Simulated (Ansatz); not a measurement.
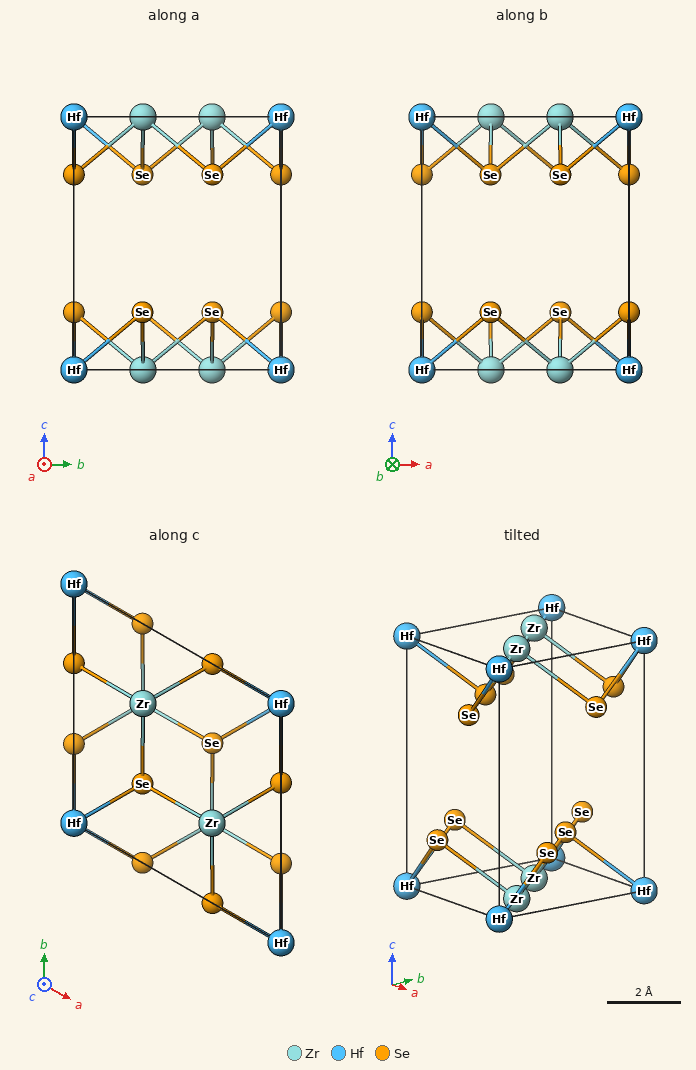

Crystal structure, ball-and-stick style, seen along the a axis, along the b axis, along the c axis and slightly off an axis. The edges of the conventional unit cell are marked.

Lattice parameters: a = 6.5636 Å, b = 6.5636 Å, c = 6.9412 Å, α = 90.000°, β = 90.000°, γ = 120.000°.

> Set out the cell and atoms as a CIF with its space group and independent sites, with free fractional coordinates to two decimals.

```cif
data_structure
_symmetry_space_group_name_H-M 'P -3 1 m'
_symmetry_Int_Tables_number 162
_cell_length_a 6.5636
_cell_length_b 6.5636
_cell_length_c 6.9412
_cell_angle_alpha 90.000
_cell_angle_beta 90.000
_cell_angle_gamma 120.000
_cell_volume 258.97
loop_
_atom_site_label
_atom_site_type_symbol
_atom_site_symmetry_multiplicity
_atom_site_Wyckoff_symbol
_atom_site_fract_x
_atom_site_fract_y
_atom_site_fract_z
_atom_site_occupancy
Zr1 Zr 2 c 0.3333 0.6667 0.00 1
Hf1 Hf 1 a 0.00 0.00 0.00 1
Se1 Se 6 k 0.33 0.00 0.23 1
```

Origin of the cell: a structure type filled with these elements by a generator (whether the compound takes this form wasn't checked). Earlier steps of the study, as a rule a relaxation of our own, may have changed the cell and positions, so they can lie some per cent off the listed ones. It went into a calculation with Ansatz.
